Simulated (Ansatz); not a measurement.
**AlSi (quartet): one geometry, many settings at distance Si1–Al2 = 6.532 Å**

Aim: run AlSi (quartet) at one geometry under a spread of methods and options, and see what each costs and gives.

The runs use Ansatz 0.2.0, Gaussian basis; the settings change from run to run.

13 further runs of the same task are left out: 1 for a mislabelled method, 9 that didn't finish, 3 set aside as unsound or not needed.

**1. The geometry**

The geometry derives from a PBE0/def2-TZVP stationary point (not a proven minimum). One bond is set to the value named and the two fragments are kept rigid.

2 atoms, charge 0, spin multiplicity 4.

Atoms are counted from 1 here; the program's logs count them from 0.

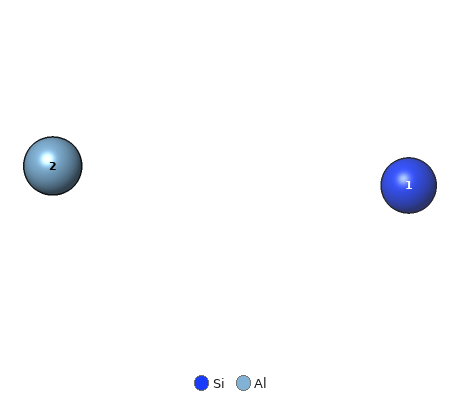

The structure; silicon blue, aluminium light blue; atoms are numbered from 1 in the order of the file.

**2. CCSDT on ROHF/6-31G**

in.yaml reads:

```yaml
crystal:
  periodic: [false, false, false]
  atoms:
    - {symbol: Si, position_ang: [0.000000, 0.000000, 0.000000]}
    - {symbol: Al, position_ang: [0.000000, 0.000000, 6.532000]}
basis:
  gaussian: {orbitals: 6-31G}
magnetization: {spin_polarized: false, initial_magnetization: 3}
hamiltonian: {pseudopotentials: {relativity: none}}
correlation: {method: ccsdt, electrons: valence}
```

Started as:

```
$ ansatz run in.yaml --threads 1 --pin off --events-out ev --progress --plain --max-ram 2393MiB
```

Log (excerpt; [...] marks lines left out):

```text
Functional definition: HF
  name "HF"
  cite "Fock, Z. Phys. 61, 126 (1930) doi:10.1007/BF01340294"
  parent pbe
[...]
474 factors; integrals over basis functions are off by at most 7.6e-8 eV
[...]
mean field -14440.62252075 eV, -530.6830894322 hartree, gradient 6.8e-6 eV, S^2 3.750000; 24 other end points of the search recorded, 0 dependent functions left out
[...]
determinant -14440.62252075 eV, -530.6830894322 hartree, with singles and doubles -14442.05934073 eV, -530.7358915925 hartree
determinant -14440.61407371 eV, -530.6827790091 hartree, with singles and doubles -14442.04887976 eV, -530.7355071588 hartree
determinant -14440.61128184 eV, -530.6826764096 hartree, with singles and doubles -14442.04635254 eV, -530.7354142854 hartree
determinant -14440.60383649 eV, -530.6824027982 hartree, with singles and doubles -14442.03816118 eV, -530.7351132585 hartree
determinant -14440.60258526 eV, -530.6823568163 hartree, with singles and doubles -14442.03735317 eV, -530.7350835646 hartree
determinant -14438.03934624 eV, -530.5881595196 hartree, with singles and doubles -14439.45699846 eV, -530.6402572781 hartree
determinant -14440.62252075 eV, -530.6830894322 hartree, with singles and doubles -14442.05932707 eV, -530.7358910903 hartree
determinant -14440.61407371 eV, -530.6827790091 hartree, with singles and doubles -14442.04956902 eV, -530.7355324887 hartree
determinant -14440.61128184 eV, -530.6826764096 hartree, with singles and doubles -14442.04666109 eV, -530.7354256241 hartree
determinant -14440.60383649 eV, -530.6824027982 hartree, with singles and doubles -14442.03871822 eV, -530.7351337291 hartree
determinant -14440.60258526 eV, -530.6823568163 hartree, with singles and doubles -14442.03787994 eV, -530.7351029229 hartree
[...]
10 core orbitals not correlated: weight in the atoms' cores, before any rotation towards them, 1.000 or more for the frozen orbitals, at most 0.000 for the correlated occupied ones
reference -14440.62252075 eV, -530.6830894322 hartree; 5, 2 occupied and 11, 14 virtual orbitals, 474 factors
second order -0.85950267 eV of doubles, -0.00029964 eV of singles
cycle   1  -1.19847698 eV  change   -3.4e-1 eV  update   7.0e-2
[...]
cycle  37  -1.44834017 eV  change    1.3e-8 eV  update   8.7e-7
Total energy: -14442.07086092 eV, -530.7363149517 hartree
```

It took 15 s on 1 thread of AMD EPYC, shared host.

From the report: correlation -1.4483 eV; T1 0.009; largest double amplitude 0.18.

**3. MRCISD+Q(7,7)/STO-3G**

in.yaml reads:

```yaml
crystal:
  periodic: [false, false, false]
  atoms:
    - {symbol: Si, position_ang: [0.000000, 0.000000, 0.000000]}
    - {symbol: Al, position_ang: [0.000000, 0.000000, 6.532000]}
basis:
  gaussian: {orbitals: STO-3G}
magnetization: {spin_polarized: false, initial_magnetization: 3}
hamiltonian: {pseudopotentials: {relativity: scalar}}
correlation: {method: fic_mrcisd_q, electrons: all, active_space: {window: {electrons: 7, orbitals: 7}}}
accuracy: high
scf: {lower_state_search: off}
```

Launched as before.

Log (excerpt; [...] marks lines left out):

```text
Functional definition: HF
  name "HF"
  cite "Fock, Z. Phys. 61, 126 (1930) doi:10.1007/BF01340294"
  parent pbe
[...]
253 factors; integrals over basis functions are off by at most 2.2e-9 eV
[...]
mean field -14289.44870367 eV, -525.1275541236 hartree, gradient 6.1e-9 eV, S^2 3.750000; 0 other end points of the search recorded, 0 dependent functions left out
reference -14289.44870367 eV, -525.1275541236 hartree; 15, 12 occupied and 3, 6 virtual orbitals, 253 factors
state -14290.17737193 eV, -525.1543321881 hartree
contracted CI cycle   1: correlation 0.00000000 eV, 0.0000000000 hartree, residual 6.28e0 eV
contracted CI cycle   2: correlation -0.41682762 eV, -0.0153181327 hartree, residual 2.33e0 eV
contracted CI cycle   3: correlation -0.49906073 eV, -0.0183401436 hartree, residual 5.85e-1 eV
contracted CI cycle   4: correlation -0.50267066 eV, -0.0184728060 hartree, residual 6.49e-2 eV
contracted CI cycle   5: correlation -0.50269274 eV, -0.0184736174 hartree, residual 5.06e-3 eV
contracted CI cycle   6: correlation -0.50269312 eV, -0.0184736316 hartree, residual 3.37e-3 eV
contracted CI cycle   7: correlation -0.50269432 eV, -0.0184736754 hartree, residual 8.73e-3 eV
contracted CI cycle   8: correlation -0.50269522 eV, -0.0184737084 hartree, residual 3.65e-3 eV
contracted CI cycle   9: correlation -0.50269544 eV, -0.0184737168 hartree, residual 1.61e-3 eV
contracted CI cycle  10: correlation -0.50269546 eV, -0.0184737176 hartree, residual 6.02e-4 eV
contracted CI cycle  11: correlation -0.50269547 eV, -0.0184737178 hartree, residual 4.48e-4 eV
contracted CI cycle  12: correlation -0.50269547 eV, -0.0184737178 hartree, residual 5.37e-5 eV
state -14290.17737193 eV, -525.1543321881 hartree; corrected -14290.68904610 eV, -525.1731358673 hartree
Total energy: -14290.68904610 eV, -525.1731358673 hartree
Relativity: scalar
Checks for a lower state left out: stability, starts, cluster_reference, orbital_swaps, neighbouring_geometries, increment
```

Wall time 2.7 s (1 thread of AMD EPYC, shared host).

From the report: 128 determinants; active occupations 1.97, 1.96, 1.00, 0.92, 0.92, 0.12, 0.11.

**4. CASCI(5,4)/def2-SVP**

in.yaml reads:

```yaml
crystal:
  periodic: [false, false, false]
  atoms:
    - {symbol: Si, position_ang: [0.000000, 0.000000, 0.000000]}
    - {symbol: Al, position_ang: [0.000000, 0.000000, 6.532000]}
basis:
  gaussian: {orbitals: def2-SVP}
magnetization: {spin_polarized: false, initial_magnetization: 3}
correlation: {active_space: {window: {electrons: 5, orbitals: 4}, fixed_orbitals: true, states: [{multiplicity: 4, weights: [1, 0.5, 1]}]}}
scf: {lower_state_search: off}
```

Same command.

Log (excerpt; [...] marks lines left out):

```text
Functional definition: HF
  name "HF"
  cite "Fock, Z. Phys. 61, 126 (1930) doi:10.1007/BF01340294"
  parent pbe
[...]
463 factors; integrals over basis functions are off by at most 8.8e-8 eV
[...]
mean field -14436.65225756 eV, -530.5371849511 hartree, gradient 2.5e-6 eV, S^2 3.750000; 0 other end points of the search recorded, 0 dependent functions left out
reference -14436.65225756 eV, -530.5371849511 hartree; 15, 12 occupied and 21, 24 virtual orbitals, 463 factors
state -14436.65225756 eV, -530.5371849511 hartree
state -14431.18824107 eV, -530.3363860485 hartree
state -14426.67579653 eV, -530.1705567704 hartree
Total energy: -14431.56886985 eV, -530.3503738983 hartree
Checks for a lower state left out: stability, starts, cluster_reference, orbital_swaps, neighbouring_geometries, increment
```

Run time: 0.37 s. Hardware: 1 thread of AMD EPYC, shared host.

From the report: 2 determinants; active occupations (of the averaged states) 1.40, 1.40, 1.20, 1.00.

**5. MP2 on UHF/6-31G**

in.yaml reads:

```yaml
crystal:
  periodic: [false, false, false]
  atoms:
    - {symbol: Si, position_ang: [0.000000, 0.000000, 0.000000]}
    - {symbol: Al, position_ang: [0.000000, 0.000000, 6.532000]}
basis:
  gaussian: {orbitals: 6-31G}
magnetization: {spin_polarized: true, initial_magnetization: 3}
correlation: {method: mp2, electrons: valence}
scf: {lower_state_search: full}
```

The command is unchanged.

Log (excerpt; [...] marks lines left out):

```text
Functional definition: HF
  name "HF"
  cite "Fock, Z. Phys. 61, 126 (1930) doi:10.1007/BF01340294"
  parent pbe
[...]
278 factors; integrals over basis functions are off by at most 3.0e-4 eV
[...]
mean field -14440.62329206 eV, -530.6831177772 hartree, gradient 9.6e-6 eV, S^2 3.750127; 30 other end points of the search recorded, 0 dependent functions left out
10 core orbitals not correlated: weight in the atoms' cores, before any rotation towards them, 1.000 or more for the frozen orbitals, at most 0.000 for the correlated occupied ones
reference -14440.62329206 eV, -530.6831177772 hartree; 5, 2 occupied and 11, 14 virtual orbitals, 278 factors
second order -0.85895953 eV of doubles, -0.00000000 eV of singles
Total energy: -14441.48225159 eV, -530.7146839576 hartree
```

It took 5.5 s on 1 thread of AMD EPYC, shared host.

From the report: ⟨S²⟩ of the determinant 3.750 (pure quartet: 3.75).

**6. CCSD(T) on UHF/6-31G**

in.yaml: that of step 5 with these lines changed.

```diff
@@ -8,3 +8,3 @@
 magnetization: {spin_polarized: true, initial_magnetization: 3}
-correlation: {method: mp2, electrons: valence}
-scf: {lower_state_search: full}
+correlation: {method: ccsd_t, electrons: outside_noble_gas}
+accuracy: high
```

Same command.

Log (excerpt; [...] marks lines left out):

```text
Functional definition: HF
  name "HF"
  cite "Fock, Z. Phys. 61, 126 (1930) doi:10.1007/BF01340294"
  parent pbe
[...]
480 factors; integrals over basis functions are off by at most 3.1e-9 eV
[...]
mean field -14440.62330484 eV, -530.6831182469 hartree, gradient 2.1e-8 eV, S^2 3.750127; 45 other end points of the search recorded, 0 dependent functions left out
determinant -14440.62330484 eV, -530.6831182469 hartree, with singles and doubles -14442.05916424 eV, -530.7358851064 hartree
determinant -14440.61475208 eV, -530.6828039389 hartree, with singles and doubles -14442.04903054 eV, -530.7355126999 hartree
determinant -14440.61195596 eV, -530.6827011833 hartree, with singles and doubles -14442.04650909 eV, -530.7354200384 hartree
determinant -14440.60456797 eV, -530.6824296796 hartree, with singles and doubles -14442.03828586 eV, -530.7351178401 hartree
[...]
determinant -14440.61195596 eV, -530.6827011833 hartree, with singles and doubles -14442.04686392 eV, -530.7354330780 hartree
determinant -14440.60456797 eV, -530.6824296796 hartree, with singles and doubles -14442.03892043 eV, -530.7351411604 hartree
determinant -14440.60324742 eV, -530.6823811502 hartree, with singles and doubles -14442.03808283 eV, -530.7351103790 hartree
10 core orbitals not correlated: weight in the atoms' cores, before any rotation towards them, 1.000 or more for the frozen orbitals, at most 0.000 for the correlated occupied ones
reference -14440.62330484 eV, -530.6831182469 hartree; 5, 2 occupied and 11, 14 virtual orbitals, 480 factors
second order -0.85898137 eV of doubles, -0.00000000 eV of singles
cycle   1  -1.43623610 eV  change    1.5e-6 eV  update   2.4e-6
[...]
cycle  23  -1.43623391 eV  change  -4.1e-10 eV  update  3.7e-10
perturbative correction -0.00638421 eV, -0.0002346155 hartree
Total energy: -14442.06592296 eV, -530.7361334850 hartree
```

Wall time 21 s (1 thread of AMD EPYC, shared host).

From the report: ⟨S²⟩ of the determinant 3.750 (pure quartet: 3.75); correlation -1.4426 eV; T1 0.007; largest double amplitude 0.11.

**7. NEVPT4(SD)(3,4)/STO-3G**

in.yaml reads:

```yaml
crystal:
  periodic: [false, false, false]
  atoms:
    - {symbol: Si, position_ang: [0.000000, 0.000000, 0.000000]}
    - {symbol: Al, position_ang: [0.000000, 0.000000, 6.532000]}
basis:
  gaussian: {orbitals: STO-3G, point_charges: [{charge: 1.00, position_ang: [3.095, -0.086, -0.680]}]}
magnetization: {spin_polarized: false, initial_magnetization: 3}
hamiltonian: {pseudopotentials: {relativity: scalar}}
correlation: {method: fic_nevpt4_sd, electrons: outside_noble_gas, active_space: {window: {electrons: 3, orbitals: 4}}}
```

Same command.

Log (excerpt; [...] marks lines left out):

```text
Functional definition: HF
  name "HF"
  cite "Fock, Z. Phys. 61, 126 (1930) doi:10.1007/BF01340294"
  parent pbe
[...]
178 factors; integrals over basis functions are off by at most 1.5e-6 eV
[...]
mean field -14289.67735071 eV, -525.1359567473 hartree, gradient 3.2e-6 eV, S^2 3.750000; 16 other end points of the search recorded, 0 dependent functions left out
reference -14289.67735071 eV, -525.1359567473 hartree; 15, 12 occupied and 3, 6 virtual orbitals, 178 factors
state -14289.67735071 eV, -525.1359567473 hartree
state -14289.67735071 eV, -525.1359567473 hartree; corrected -14290.60712424 eV, -525.1701252943 hartree
WARN: 1 active orbitals are nearly empty or full. The corrections depend on them more than the energy does, and are more stable in an active space without them
Total energy: -14290.60712424 eV, -525.1701252943 hartree
Relativity: scalar
```

Run time: 1.6 s. Hardware: 1 thread of AMD EPYC, shared host.

From the report: 4 determinants; active occupations 1.00, 1.00, 1.00, 0.00. The report marks this result as in doubt.

**8. CASCI(3,6)/6-31G**

in.yaml reads:

```yaml
crystal:
  periodic: [false, false, false]
  atoms:
    - {symbol: Si, position_ang: [0.000000, 0.000000, 0.000000]}
    - {symbol: Al, position_ang: [0.000000, 0.000000, 6.532000]}
basis:
  gaussian: {orbitals: 6-31G, fitting: {mean_field: def2-universal-jkfit}}
magnetization: {spin_polarized: false, initial_magnetization: 3}
correlation: {active_space: {window: {electrons: 3, orbitals: 6}, fixed_orbitals: true}}
output: {forces: true}
```

The command is unchanged.

Log (excerpt; [...] marks lines left out):

```text
Functional definition: HF
  name "HF"
  cite "Fock, Z. Phys. 61, 126 (1930) doi:10.1007/BF01340294"
  parent pbe
[...]
256 factors; integrals over basis functions are off by at most 6.1e-4 eV
[...]
mean field -14440.62263601 eV, -530.6830936677 hartree, gradient 1.1e-6 eV, S^2 3.750000; 23 other end points of the search recorded, 0 dependent functions left out
reference -14440.62263601 eV, -530.6830936677 hartree; 15, 12 occupied and 11, 14 virtual orbitals, 256 factors
state -14440.62283490 eV, -530.6831009768 hartree
[...]
Total energy: -14440.62283490 eV, -530.6831009768 hartree
Atom 0 at     0.000000     0.000000     0.000000 Å, force    -0.000000     0.000000     0.012904 eV/Å
Atom 1 at     0.000000     0.000000     6.532000 Å, force     0.000000    -0.000000    -0.012904 eV/Å
Dipole moment:     0.000000    -0.000000     0.027823 e Å
```

It took 3.7 s on 1 thread of AMD EPYC, shared host.

From the report: 8 determinants; active occupations 1.00, 1.00, 1.00, 0.00, 0.00, 0.00.

**9. CCSD on ROHF/STO-3G**

in.yaml reads:

```yaml
crystal:
  periodic: [false, false, false]
  atoms:
    - {symbol: Si, position_ang: [0.000000, 0.000000, 0.000000]}
    - {symbol: Al, position_ang: [0.000000, 0.000000, 6.532000]}
basis:
  gaussian: {orbitals: STO-3G}
magnetization: {spin_polarized: false, initial_magnetization: 3}
correlation: {method: ccsd, electrons: outside_noble_gas, diis_vectors: 2}
output: {forces: true}
```

Launched as before.

Log (excerpt; [...] marks lines left out):

```text
Functional definition: HF
  name "HF"
  cite "Fock, Z. Phys. 61, 126 (1930) doi:10.1007/BF01340294"
  parent pbe
[...]
178 factors; integrals over basis functions are off by at most 1.5e-6 eV
[...]
mean field -14267.60059524 eV, -524.3246509482 hartree, gradient 1.4e-6 eV, S^2 3.750000; 23 other end points of the search recorded, 0 dependent functions left out
[...]
determinant -14267.60059524 eV, -524.3246509482 hartree, with singles and doubles -14268.66029201 eV, -524.3635940860 hartree
determinant -14267.59920622 eV, -524.3245999024 hartree, with singles and doubles -14268.65883002 eV, -524.3635403588 hartree
determinant -14267.59865576 eV, -524.3245796733 hartree, with singles and doubles -14268.65888392 eV, -524.3635423398 hartree
determinant -14267.59728696 eV, -524.3245293708 hartree, with singles and doubles -14268.65708137 eV, -524.3634760974 hartree
[...]
determinant -14267.59728696 eV, -524.3245293708 hartree, with singles and doubles -14268.65799243 eV, -524.3635095782 hartree
determinant -14267.59728449 eV, -524.3245292803 hartree, with singles and doubles -14268.65794494 eV, -524.3635078328 hartree
10 core orbitals not correlated: weight in the atoms' cores, before any rotation towards them, 1.000 or more for the frozen orbitals, at most 0.000 for the correlated occupied ones
reference -14267.60059524 eV, -524.3246509482 hartree; 5, 2 occupied and 3, 6 virtual orbitals, 178 factors
second order -0.58438067 eV of doubles, -0.00000014 eV of singles
cycle   1  -1.06045237 eV  change    8.9e-7 eV  update   1.1e-6
[...]
cycle  28  -1.06045169 eV  change  -7.4e-12 eV  update  6.6e-10
[...]
Total energy: -14268.66104694 eV, -524.3636218290 hartree
Atom 0 at     0.000000     0.000000     0.000000 Å, force    -0.000000     0.000000     0.001757 eV/Å
Atom 1 at     0.000000     0.000000     6.532000 Å, force     0.000000    -0.000000    -0.001757 eV/Å
Dipole moment:    -0.000000     0.000000     0.002278 e Å
```

Wall time 3.4 s (1 thread of AMD EPYC, shared host).

From the report: correlation -1.0605 eV; T1 0.000; largest double amplitude 0.13.

**10. CASSCF(5,6)/6-31++G****

in.yaml reads:

```yaml
crystal:
  periodic: [false, false, false]
  atoms:
    - {symbol: Si, position_ang: [0.000000, 0.000000, 0.000000]}
    - {symbol: Al, position_ang: [0.000000, 0.000000, 6.532000]}
basis:
  gaussian: {orbitals: "6-31++G**"}
magnetization: {spin_polarized: false, initial_magnetization: 3}
hamiltonian: {pseudopotentials: {relativity: scalar}}
correlation: {active_space: {window: {electrons: 5, orbitals: 6}}}
accuracy: high
output: {forces: true}
```

The command is unchanged.

Log (excerpt; [...] marks lines left out):

```text
Functional definition: HF
  name "HF"
  cite "Fock, Z. Phys. 61, 126 (1930) doi:10.1007/BF01340294"
  parent pbe
[...]
671 factors; integrals over basis functions are off by at most 3.5e-9 eV
[...]
mean field -14466.29908177 eV, -531.6266856454 hartree, gradient 2.2e-8 eV, S^2 3.750000; 25 other end points of the search recorded, 0 dependent functions left out
reference -14466.29908177 eV, -531.6266856454 hartree; 15, 12 occupied and 31, 34 virtual orbitals, 671 factors
state -14466.95639335 eV, -531.6508414004 hartree
the orbitals are reached from a further start. From the first start the search ends at -14466.87540635 eV, -531.6478651832 hartree
[...]
Total energy: -14466.95639335 eV, -531.6508414004 hartree
Relativity: scalar
Atom 0 at     0.000000     0.000000     0.000000 Å, force    -0.000000    -0.000000     0.012469 eV/Å
Atom 1 at     0.000000     0.000000     6.532000 Å, force     0.000000     0.000000    -0.012469 eV/Å
Dipole moment:    -0.000000    -0.000000     0.037825 e Å
```

It took 63 s on 1 thread of AMD EPYC, shared host.

From the report: 90 determinants; active occupations 1.91, 1.00, 1.00, 1.00, 0.04, 0.04.

**11. The runs in one table**

 † marks a result that the program doubts.

```tsv
level	correlated	functions	energy (eV)	time
CCSDT on ROHF/6-31G	valence	26	-14442.0709	15 s
MRCISD+Q(7,7)/STO-3G (relativity set)	all	18	-14290.6890	2.7 s
CASCI(5,4)/def2-SVP (mean of several states)		36	-14431.5689	0.37 s
MP2 on UHF/6-31G	valence	26	-14441.4823	5.5 s
CCSD(T) on UHF/6-31G	outside noble gas	26	-14442.0659	21 s
NEVPT4(SD)(3,4)/STO-3G (beside a point charge, relativity set) †	outside noble gas	18	-14290.6071	1.6 s
CASCI(3,6)/6-31G		26	-14440.6228	3.7 s
CCSD on ROHF/STO-3G	outside noble gas	18	-14268.6610	3.4 s
CASSCF(5,6)/6-31++G** (relativity set)		46	-14466.9564	63 s
```

**12. Results**

```
quantity                                                 value
    runs                                                     9
quickest  CASCI(5,4)/def2-SVP (mean of several states), 0.37 s
 slowest          CASSCF(5,6)/6-31++G** (relativity set), 63 s
```

Total energies in different bases, with other cores or another treatment of relativity can't be set against each other. CASSCF(5,6)/6-31++G** (relativity set) took 170 times as long as CASCI(5,4)/def2-SVP (mean of several states); the jobs differ in more than the method.
